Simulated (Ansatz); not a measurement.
**Vanadium, simple cubic: r²SCAN0 after r²SCAN**

Aim: see what exact exchange does to the levels, and what it costs. Spin polarisation is left out. The geometry was relaxed under r²SCAN beforehand and is kept. Exact exchange is dear, so the k-mesh is coarse, and r²SCAN is run on the same mesh for comparison.

Computed with Ansatz 0.2.0 (DFT, plane waves (500 eV) with PBE-made PAW files, scalar-relativistic; functionals as named at each step, unless a step says otherwise).

**1. The starting structure**

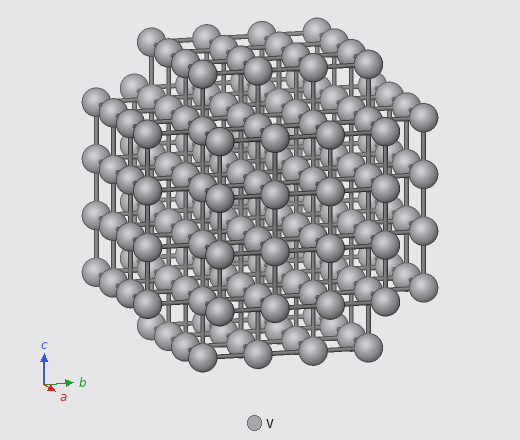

Start, viewed slightly off an axis; vanadium grey. 3×3×3 cells are drawn. Any atoms on the faces are drawn again on the opposite ones, and bonded neighbours outside are added.

Coordinates:

```
V
1.0
     2.42872    0.00000    0.00000
     0.00000    2.42872    0.00000
     0.00000    0.00000    2.42872
V
1
Direct
  0.00000 0.00000 0.00000
```

**2. r²SCAN on the coarse mesh**

The run with r²SCAN.

input.yaml reads:

```yaml
crystal:
  lattice:
    - [2.4287177564, 0.0, 0.0]
    - [0.0, 2.4287177564, 0.0]
    - [0.0, 0.0, 2.4287177564]
  atoms:
    - { symbol: V, position: [0.0, 0.0, 0.0] }
hamiltonian:
  xc: r2scan
  pseudopotentials:
    kind: paw
    azcp:
      V: "pseudopotentials/V.paw.azcp"
basis:
  ecutwfc: 500
  fft_grid_basis: typed
kpoints:
  mp_grid: { grid: [7, 7, 7], shift: [0, 0, 0] }
magnetization:
  spin_polarized: false
scf:
  occupations: { method: fermi_dirac, width: 0.1 }
```

Run with:

```bash
> ansatz run input.yaml --threads 4 --pin off --max-ram 8192MiB --backend cpu --events-out ev --progress --plain --runs-dir out
```

What it wrote, shortened:

```text
Warning: RAYON_NUM_THREADS=4 ignored (pool sized by the plan → 4); use --threads N
[...]
Pseudopotentials: kind: paw
Pseudopotential: V, paw, valence charge 13, recommended cutoff 500 eV (meta_gga), <dir>
Functional definition: r2SCAN
[...]
Crystal: 1 atoms, lattice volume = 14.326 Å³
Basis set: ecut = 500 eV, 365 PW (Γ), exchange–correlation on 72×72×72 points (64 copies of the dense FFT grid, shifted against one another)
Bands: 11, of which v1, the nominal top of the filled ones, is band 7 counted from 1 (6 counted from 0)
Symmetry: 48 space group operations
Space group: Pm-3m (ITA 221), of the structure as read, at distance tolerance 2.4e-5 Å
k-points: 20 of 343
[...]
SCF iter   1: F=—  HF=-2916.237270 eV  |F-HF|=—  |Δ(HF+E_count)|=         —  Δρ=1.33e-2  dr2=8.19e-3  dr2_τ=3.07e-2  ethr=1.77e-3  ⟨swp⟩=4.6  Hψ=1118  notcnv=0
[...]
SCF iter   6: F=-2916.289064 eV  HF=-2916.289064 eV  |F-HF|=1.48e-10  |Δ(HF+E_count)|=   8.06e-8  Δρ=1.97e-6  dr2=6.04e-10  dr2_τ=1.69e-11  ethr=3.28e-10  ⟨swp⟩=1.0  Hψ=650  notcnv=0
[...]
SCF converged after 6 iterations
Free energy (F): -2916.289064 eV
[...]
E sigma→0 (E₀):  -2916.275735 eV
Entropy (-TS):   -0.026658 eV (-26.658 meV/atom)
Fermi energy:    15.502709 eV
[...]
```

Run time: 0.27 s. Hardware: 4 threads of INTEL XEON PLATINUM 8581C at 2.10GHz (Emerald Rapids), shared host; peak memory 0.33 GiB.

**3. r²SCAN0, coarse mesh**

The run with r²SCAN0.

input.yaml, as its differences from that of step 2:

```diff
@@ -8,3 +8,3 @@
 hamiltonian:
-  xc: r2scan
+  xc: r2scan0
   pseudopotentials:
```

Run with:

```bash
> ansatz run input.yaml --threads 4 --pin off --max-ram 8192MiB --backend cpu --events-out ev --progress --plain --runs-dir out
```

What it wrote, shortened:

```text
Warning: RAYON_NUM_THREADS=4 ignored (pool sized by the plan → 4); use --threads N
[...]
[... 2 set-up lines as earlier in the session ...]
Functional definition: r2SCAN0
[...]
Crystal: 1 atoms, lattice volume = 14.326 Å³
Basis set: ecut = 500 eV, 365 PW (Γ), exchange–correlation on 72×72×72 points (64 copies of the dense FFT grid, shifted against one another)
Bands: 11, of which v1, the nominal top of the filled ones, is band 7 counted from 1 (6 counted from 0)
[... 2 set-up lines as earlier in the session ...]
k-points: 20 of 343
[...]
SCF iter   1: F=—  HF=-2916.239132 eV  |F-HF|=—  |Δ(HF+E_count)|=         —  Δρ=1.35e-2  dr2=8.73e-3  dr2_τ=3.06e-2  ethr=1.77e-3  ⟨swp⟩=5.8  Hψ=865  notcnv=0
[...]
Frozen-core exchange: fock
[...]
hybrid outer 1: dexx = +1.763e-2 eV, tail = 8.81e-3 eV
[...]
hybrid SCF converged: 4 outer / 16 inner (+7 warm-up), last move |dexx| = 2.15e-8 eV, tail = 2.86e-8 eV
Stability not checked: this state was not tested for a lower state beside it, because the functional holds exact exchange (a hybrid, or Hartree-Fock), whose exchange loop this test does not read (fock_operator; see scf.lower_state_search)
Free energy (F): -2913.943999 eV
Frozen-core exchange: fock
[...]
E sigma→0 (E₀):  -2913.937141 eV
Entropy (-TS):   -0.013716 eV (-13.716 meV/atom)
Fermi energy:    15.610848 eV
[...]
--- Band table (eV; the first three rows and the last of 20) ---
  k-point 0: bands = ["-55.6343", "-26.3145", "-26.3145", "-26.3145", "7.1522", "11.6625", "11.6625", "21.0557", "21.0557"]
[...]
  guard bands above this table: 2 of the run's 11 bands. The solve was not asked for them (output.publish_guard_bands: true or output.eigenvalues: true publishes all)
```

It took 6.9 s on 4 threads of INTEL XEON PLATINUM 8581C at 2.10GHz (Emerald Rapids), shared host; peak memory 0.93 GiB.

**4. The functionals compared**

```csv
functional,gap on the mesh,Fermi energy (eV),SCF cycles,exchange loops,CPU time
r²SCAN,none (levels filled in part),15.503,6,-,0.53 s
r²SCAN0,none (levels filled in part),15.611,23,4,23 s
```

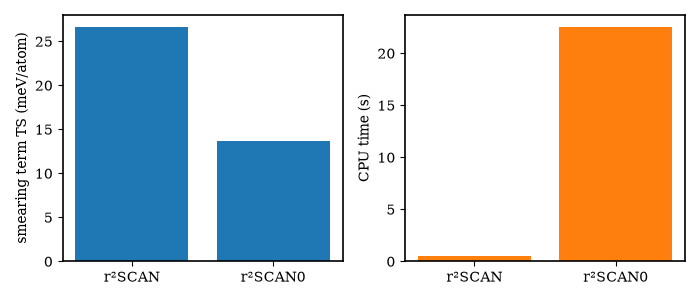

Smearing term and CPU time by functional.

**5. Summary of results**

| quantity | value |
| --- | --- |
| r²SCAN: gap | none (levels filled in part) |
| r²SCAN0: gap | none (levels filled in part) |
| r²SCAN0: SCF cycles, exchange loops | 23, 4 |
| r²SCAN0: CPU time over that of r²SCAN | 43 |

Both r²SCAN and r²SCAN0 leave levels filled in part. r²SCAN0 cost 43 times the CPU time of r²SCAN. The exchange operator of r²SCAN0 was renewed in 4 outer loops. The total energies in the logs cannot be compared from one functional to another.
